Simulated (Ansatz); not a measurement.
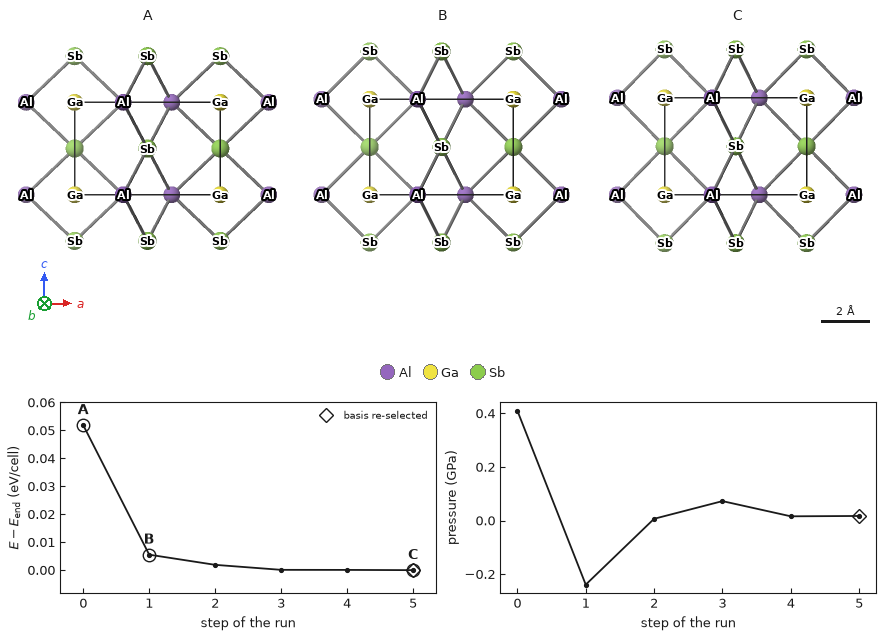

Frames of a relaxation of a crystal of Al₂GaSb₃ (a generated structure, set up in P6/mmm), marked on the history of the run. The picture is a ball-and-stick view of the cell of the calculation, seen along the b axis.

Method: DFT PBE, scalar-relativistic, plane waves, PAW; settings changed (Ansatz).

The input:
```yaml
crystal:
  lattice:
    - [7.0991813444, 0.0, 0.0]
    - [-3.5495906722, 6.1480713903, 0.0]
    - [0.0, 0.0, 3.8990183676]
  atoms:
    - { symbol: Al, position: [0.6666666667, 0.3333333333, 0.0] }
    - { symbol: Al, position: [0.3333333333, 0.6666666667, 0.0] }
    - { symbol: Ga, position: [0.0, 0.0, 0.0] }
    - { symbol: Sb, position: [0.5, 0.0, 0.5] }
    - { symbol: Sb, position: [0.0, 0.5, 0.5] }
    - { symbol: Sb, position: [0.5, 0.5, 0.5] }
kpoints:
  mp_grid: { grid: [6, 6, 10] }
hamiltonian:
  xc: pbe
scf:
  occupations: { method: gaussian, width: 0.1 }
  initial_density: { chi_scale: 0.3 }
output:
  forces: true
  eigenvalues: true
  stress: true
relax:
  adjacent_minimum: "off"
  f_tol: 0.01
  max_steps: 80
  cell: { stress_tol: 0.05 }
accuracy: high
```

Run as
```bash
ansatz run input.yaml --threads 1 --pin off --max-ram 2560MiB --backend cpu --events-out ev --progress --plain --runs-dir out
```

Q: What happens along the run?

A: After 4 accepted moves (5 points after the start) the energy has fallen by 51.9 meV per cell of the calculation. All forces vanish by symmetry, so only the cell relaxes. The pressure goes from 0.41 to 0.02 GPa. At 1 point the geometry stayed and the basis and grid were re-selected for the new cell (energy shift of 0.1 meV per cell of the calculation at most each time). The atoms keep their places relative to the cell (all moves are under 0.005 Å). Cell: a = b 7.099 → 6.921 Å (−2.5 %), c 3.899 → 4.090 Å (+4.9 %). Volume −0.3 %. Some distances before and after: Al1–Sb4 2.829 → 2.859 Å. Among the angles between lasting bonds that change: Sb4–Al1–Sb4 87.1° → 91.3°, Al1–Sb4–Al1 87.1° → 91.3°, Al1–Sb4–Al2 92.9° → 88.7°. The space group stays P6/mmm (No. 191). Cost: 87 s on 1 thread of Arm Neoverse V2, on a shared host, peak memory 0.55 GiB. From step 0 to 1: volume +0.7 %, energy −46.3 meV per cell of the calculation. From step 1 to 5: volume −1.0 %, energy −5.5 meV per cell of the calculation.
